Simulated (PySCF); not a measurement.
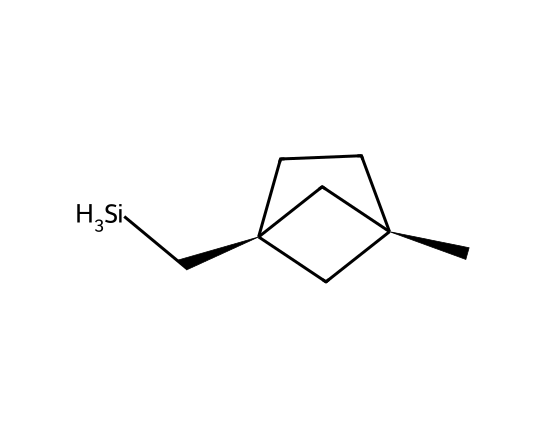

A structural formula.

**Give its SMILES.**

C[C@]12CC[C@](C[SiH3])(C1)C2

**What is the molecular formula?**

C8H16Si.

**An optimisation with PBE0-D3(BJ)/def2-SVP gave a structure of which point group?**

C1.

More results for the same structure follow; atom numbers are the same in all pictures, views and colours differ. The geometry was computed by an optimisation with PBE0-D3(BJ)/def2-SVP. No frequency run is at hand to confirm it as a minimum.

**NMR shielding**

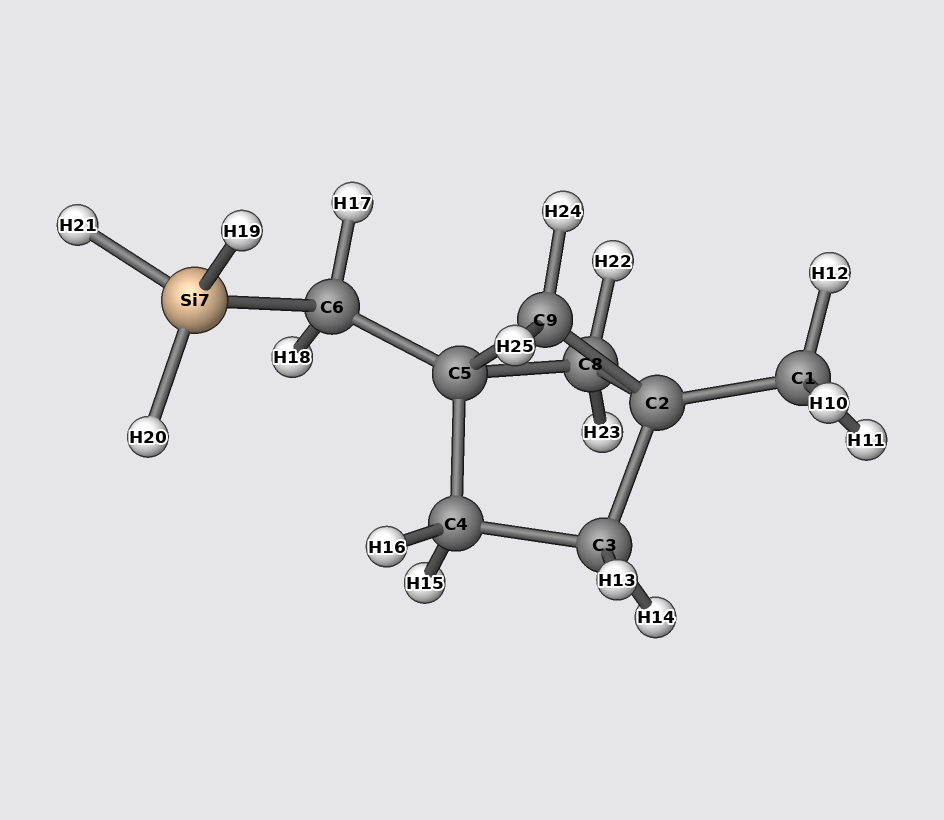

The questions are on isotropic NMR shieldings of the C atoms. No frequency run is at hand to confirm it as a minimum. Level of theory: GIAO KT2/pcSseg-1 NMR shielding, non-relativistic, gas phase (PySCF 2.14.0).

List the isotropic NMR shieldings of the C atoms.

| atom | σ (ppm) |
| --- | --- |
| C1 | 161.2 |
| C2 | 135.4 |
| C3 | 144.0 |
| C4 | 146.2 |
| C5 | 133.8 |
| C6 | 166.0 |
| C8 | 128.4 |
| C9 | 133.4 |

**Excitation**

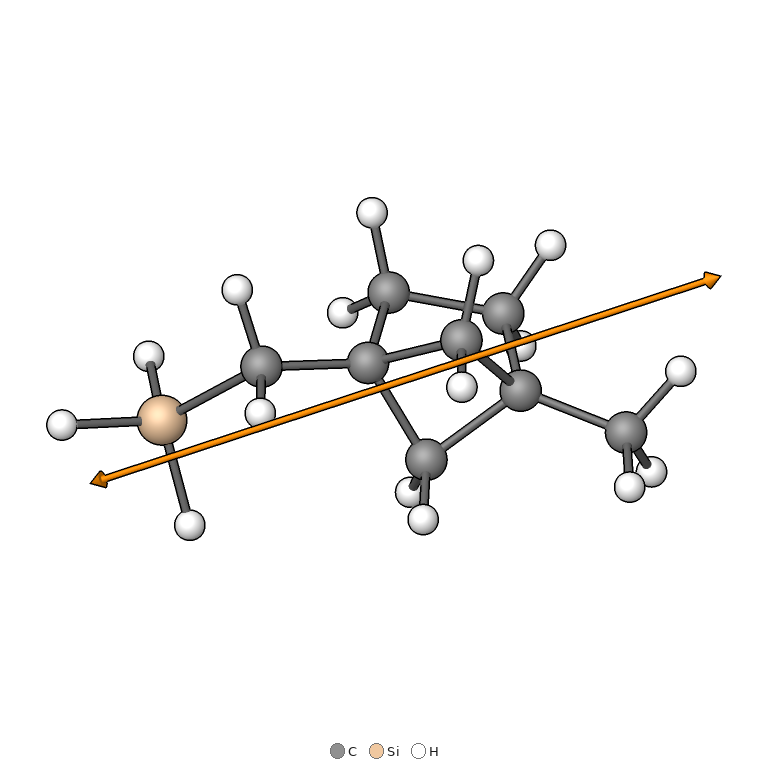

The double arrow shows the direction of the transition dipole to excited singlet state 6 (its length means nothing). No frequency run is at hand to confirm it as a minimum. Level of theory: TDDFT ωB97X-D/def2-SVPD, vertical, gas phase, core orbitals frozen in the response (PySCF 2.14.0).

**Where does the transition lie, and how strong is it?**

8.68 eV (143 nm), oscillator strength 0.13, of mixed character, with the largest part HOMO → LUMO+2 (weight 0.44); transition dipole 1.98 D.

**Ring current**

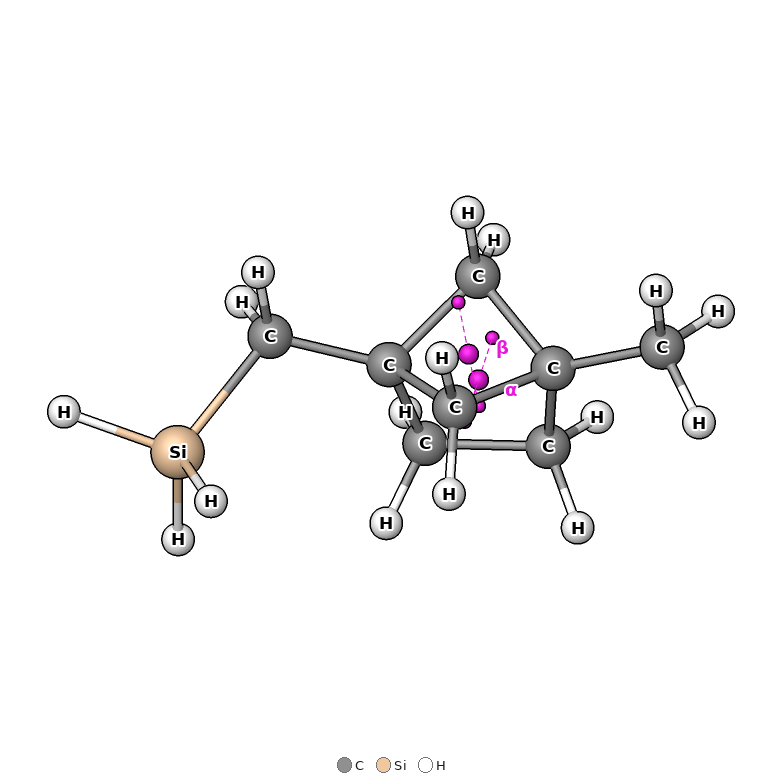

The small points mark where nucleus-independent chemical shifts (NICS) were computed: at the centre of each lettered ring and 1 Å above and below it. No frequency run is at hand to confirm it as a minimum. Properties computed with GIAO KT2/pcSseg-1 NMR shielding, non-relativistic, gas phase (PySCF 2.14.0).

Give NICS(0), NICS(1) and the out-of-plane component NICS(1)zz for each ring (means of the two sides).

```
ring  members  NICS(0)  NICS(1)  NICS(1)zz
   α       C5     −7.0    −11.3      −10.8
   β       C4    −11.5     −7.8       −9.1
```

Values in ppm.

**Charges**

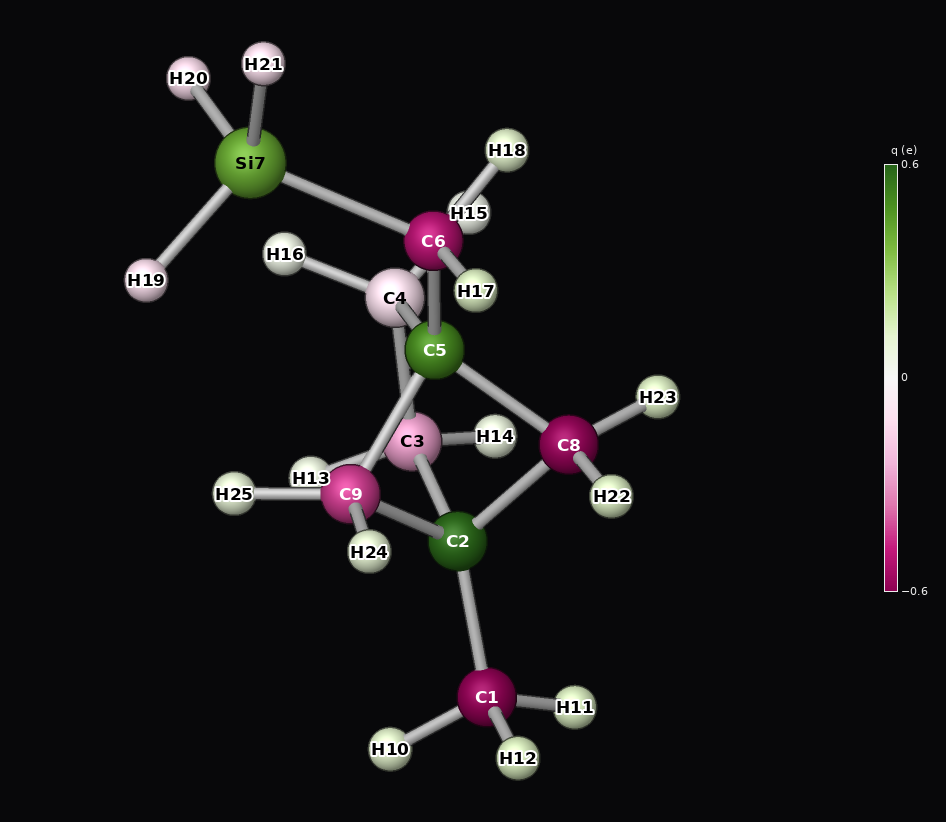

Atoms are coloured by their ESP-fitted charges. No frequency run is at hand to confirm it as a minimum. Properties computed with PBE0/pcSseg-1, gas phase (PySCF 2.14.0).

List the ESP-fitted charges.

```csv
atom,value (e)
C1,−0.59
C2,0.58
C3,−0.28
C4,−0.10
C5,0.49
C6,−0.51
Si7,0.41
C8,−0.58
C9,−0.43
H10,0.13
H11,0.14
H12,0.14
H13,0.07
H14,0.07
H15,0.03
H16,0.05
H17,0.14
H18,0.12
H19,−0.11
H20,−0.12
H21,−0.11
H22,0.13
H23,0.14
H24,0.11
H25,0.10
```
